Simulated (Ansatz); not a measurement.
# Fields on a plane of NiSi2 (fluorite type, space group Fm-3m)

```
NiSi2
1.0
    0.00000     2.69495     2.69495
    2.69495     0.00000     2.69495
    2.69495     2.69495     0.00000
Ni Si
1 2
Direct
  0.00000   0.00000   0.00000
  0.25000   0.25000   0.25000
  0.75000   0.75000   0.75000
```

The slice is a {110} plane (indices of the conventional cell) through the point (0.250, 0.250, 0.250) (fractional), spanned by u = [100] and v = [1 -1 -1] in vectors of this cell: u (3.81 Å) and v (5.39 Å, at 90° to u). It covers one period; positions are fractions (u, v).

Atoms on it: Ni at (0.50, 0.25); Si at (0.00, 0.00); Si at (0.00, 0.50).

These are PBEsol (plane waves to 420 eV, PAW, scalar-relativistic; Ansatz, a program for electronic structure) values and carry that method's errors. k mesh 15×15×15. Near the nuclei the fields are pseudised (PAW); where an atom keeps semicore shells as valence, they peak there. NiSi2 is run without spin polarisation. NiSi2 was relaxed with its symmetry unable to fall.

| v \ u | 0.00 | 0.14 | 0.29 | 0.43 | 0.57 | 0.71 | 0.86 |
|---|---|---|---|---|---|---|---|
| 0.90 | x | x | 7.4 | 11.7 | 11.7 | 7.5 | x |
| 0.75 | 7.6 | 9.2 | 11.4 | 12.3 | 12.3 | 11.4 | 9.2 |
| 0.60 | x | x | 7.5 | 11.7 | 11.7 | 7.4 | x |
| 0.45 | x | x | 5.0 | 7.7 | 7.7 | 5.0 | x |
| 0.30 | 4.3 | 6.8 | x | x | x | x | 6.8 |
| 0.15 | x | x | x | x | x | x | x |
| 0.00 | x | x | 4.7 | 10.5 | 10.4 | 4.7 | x |

Values: electrostatic potential energy of an electron, from the cell's mean, in eV. Points within 1 Å of a nucleus are blanked (x), as the pseudised field means little there. The zero, the cell's mean, hangs on the PAW cores.

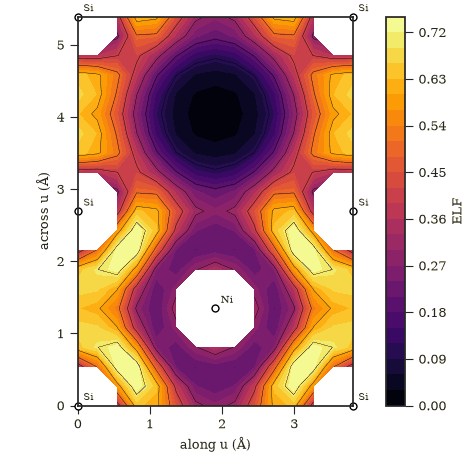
Figure. Electron localisation function (ELF), one period of the plane, atoms marked. Points within 0.5 Å of a nucleus are left white, as the pseudised field means little there.

| Item | Result |
|---|---|
| Density on the Ni–Si line (2.33 Å) at its midpoint | 0.48 e/Å³ |
| ELF at that point | 0.5 |
| ELF maximum in the middle third of the Ni–Si line | 0.75, 1.5 Å from Ni |
